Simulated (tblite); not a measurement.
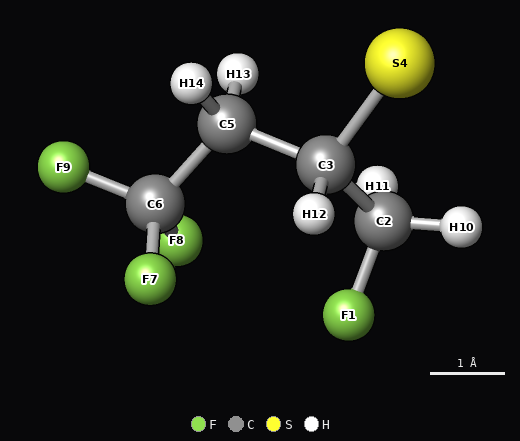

**Figure 1.** The structure (ball-and-stick view, seen at a tilt; atoms are numbered from 1 in the order of the input).

**Run report: C$_{4}$H$_{5}$F$_{4}$S, frequency calculation**

C$_{4}$H$_{5}$F$_{4}$S, multiplicity 2, computed with GFN2-xTB harmonic vibrations, gas phase (tblite 0.8.0).

It belongs to a series of runs on one base structure; here: H added to sp2 C.

Output
```
mode    cm-1     km/mol
  1      50.3      0.82
  2      74.4      2.80
  3      96.6      4.52
  4     129.1      9.84
  5     213.6      6.93
  6     214.6      1.04
  7     318.4      6.07
  8     345.0      7.54
  9     381.8     13.06
 10     416.4      4.83
 11     478.5      7.77
 12     498.4      8.42
 13     589.5     27.77
 14     788.4      3.80
 15     826.9     10.44
 16     871.1      3.33
 17     904.4      9.71
 18     992.3     87.67
 19    1046.3     95.00
 20    1056.7    239.81
 21    1095.9     83.06
 22    1105.8     16.90
 23    1155.3     10.70
 24    1180.1    205.19
 25    1182.4    128.02
 26    1229.9     13.95
 27    1265.3     13.12
 28    1312.7     48.18
 29    1321.5     16.53
 30    1433.4      4.98
 31    1442.9      5.27
 32    2923.8      1.22
 33    2952.2     13.18
 34    2955.7     16.22
 35    2989.6      3.58
 36    2991.9      2.00
```

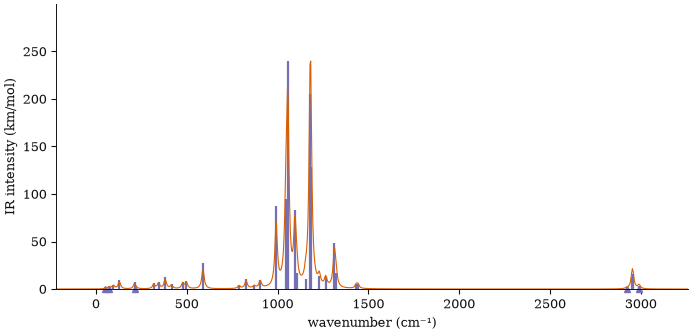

**Figure 2.** Harmonic infrared spectrum, unscaled: sticks (degenerate modes added up, dark ones marked on the axis) with a Lorentzian envelope of 16 cm⁻¹ full width, scaled to the tallest stick. 36 modes from 50 to 2992 cm⁻¹, none imaginary. The strongest line is at 1057 cm⁻¹ (240 km/mol).

This output came from the following input.

Input
```
{"job": {"kind": "ir", "xc": "GFN2-xTB", "basis": "xTB"}, "charge": 0, "multiplicity": 2}
F     -1.157805    -0.919953    -1.535780
C     -1.569485    -0.350069    -0.364492
C     -0.630094     0.795560     0.021630
S     -1.500645     1.932346     1.123979
C      0.663345     0.342829     0.702878
C      1.533470    -0.546195    -0.176201
F      1.663515    -0.077142    -1.420692
F      1.077698    -1.799317    -0.261652
F      2.775461    -0.633450     0.331493
H     -2.583517     0.025747    -0.536142
H     -1.582108    -1.136927     0.396836
H     -0.392945     1.360949    -0.886980
H      0.441328    -0.213615     1.616743
H      1.261104     1.218765     0.966213
```

The first line tells a small driver script what to run in tblite; the rest is the geometry in Å.

Launch command:
```bash
OMP_NUM_THREADS=1 python <driver script> task.json out
```

Results in brief

```csv
quantity,value
outcome,converged
total energy,−905.0947 eV
zero-point energy,55.5120 kcal/mol
hardware,"1 CPU thread, shared host"
peak memory,0.18 GiB
```
